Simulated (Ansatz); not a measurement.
The calculation's input:

```
crystal:
  periodic: [false, false, false]
  atoms:
    - {symbol: O, position_ang: [-0.717561, 1.279465, 0.361175]}
    - {symbol: W, position_ang: [0.297451, -0.212129, -0.101513]}
    - {symbol: S, position_ang: [2.197152, -0.038337, 0.818328]}
    - {symbol: S, position_ang: [-0.650750, -1.971250, 0.594987]}
    - {symbol: Cl, position_ang: [0.559714, -0.352007, -2.334555]}
    - {symbol: H, position_ang: [-1.643907, 1.230258, 0.615378]}
basis:
  gaussian: {orbitals: def2-TZVPP}
hamiltonian: {xc: pbe0, dispersion: d4}
output: {orbitals: {seedname: orbitals}}
```

Run with:

```sh
ansatz run in.yaml --threads 4 --pin off --events-out ev --progress --plain --max-ram 10444MiB
```

Geometry: PBE0-D4/def2-TZVP; core potentials replace the inner electrons of W.

Method: RKS PBE0-D4/def2-TZVPP (Ansatz 0.2.0).

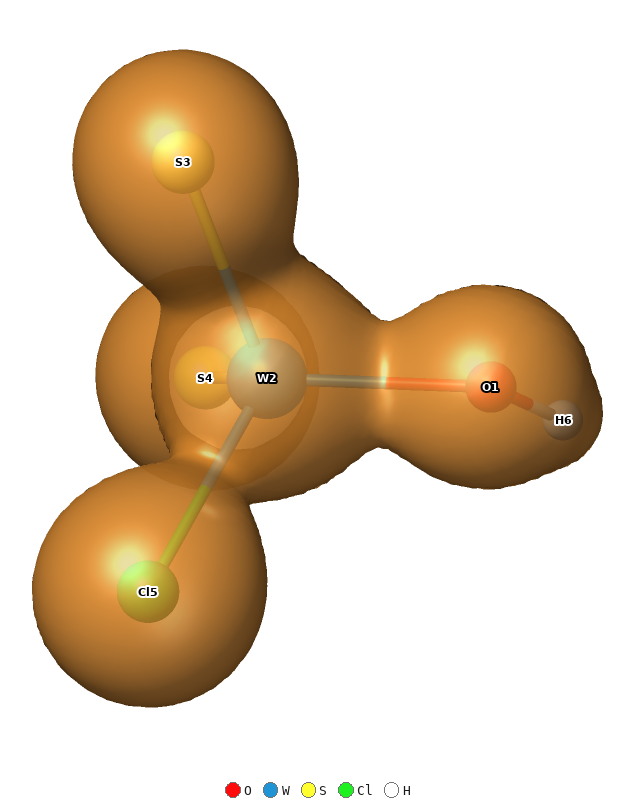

ClHOS₂W (SMILES [OH][W](=[S])(=[S])[Cl]). Isosurface of the electron density at 0.6 e/Å³ (orange), seen at a tilt.

### How is the density connected at this value?

At this value the surface is in one piece. It bridges the sampled W–O (1.86 Å), W–S (2.12 Å), W–Cl (2.25 Å) and O–H (0.96 Å) contacts, where the density stays above the isovalue. On the grid the lowest density along these lines, outside the cores, is 1.2 e/Å³ (W–O, 1.86 Å), 1.1 e/Å³ (W–S, 2.12 Å), 0.79 e/Å³ (W–Cl, 2.25 Å) and 2.4 e/Å³ (O–H, 0.96 Å).
